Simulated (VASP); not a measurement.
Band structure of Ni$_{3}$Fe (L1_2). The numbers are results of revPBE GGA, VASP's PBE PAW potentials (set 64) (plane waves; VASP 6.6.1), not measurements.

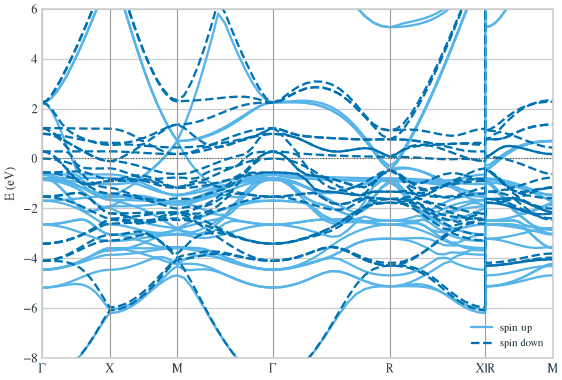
Figure. Bands along high-symmetry lines, zero at the valence-band maximum or, without a gap, the Fermi level

Question: Read the plot: is there a gap, and where are the band edges?

Answer: It has no gap at this level: it comes out as a metal or semimetal. (Edges off the drawn lines would not show.)

The compound is Ni3Fe in the L1_2 structure. It was relaxed first.
